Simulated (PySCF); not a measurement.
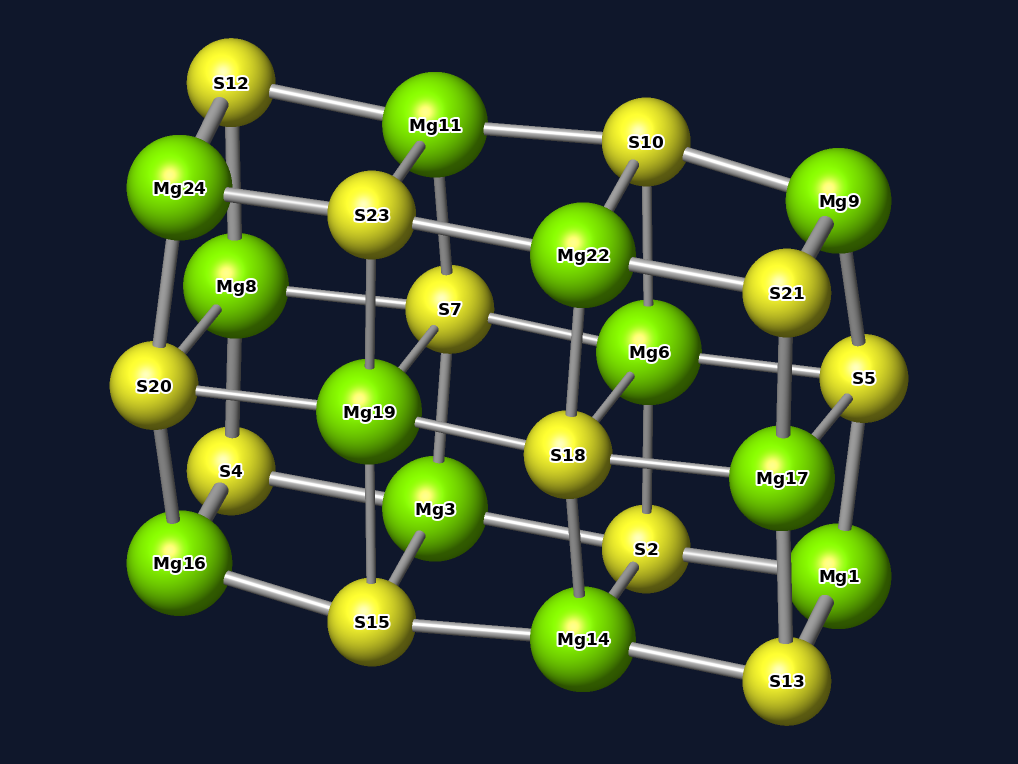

The thickness of each stick grows with its Mayer bond order. The computed structure is the end point of a GFN1-xTB optimisation. No frequency run is at hand to confirm it as a minimum. Method: PBE0/6-31G* (PySCF 2.14.0).

List the Mayer bond orders of Mg6–S18, S5–Mg17, S2–Mg14, Mg1–S13, S7–Mg8, S4–Mg8, Mg6–S7, Mg3–S7, S5–Mg6, S2–Mg6, Mg1–S5, Mg3–S4, S2–Mg3, Mg1–S2 (one bond of each equivalent set).

```csv
bond,Mayer order,length (Å)
Mg6–S18,0.35,2.546
S5–Mg17,0.45,2.496
S2–Mg14,0.51,2.478
Mg1–S13,0.88,2.369
S7–Mg8,0.46,2.434
S4–Mg8,0.74,2.458
Mg6–S7,0.48,2.425
Mg3–S7,0.51,2.433
S5–Mg6,0.47,2.461
S2–Mg6,0.40,2.572
Mg1–S5,0.68,2.395
Mg3–S4,0.76,2.445
S2–Mg3,0.64,2.441
Mg1–S2,0.76,2.365
```

The geometry is semi-empirical. Around Mg such bond lengths and angles can be off by a tenth of an ångström or more and by several degrees, and values that hang on the shape move with them.
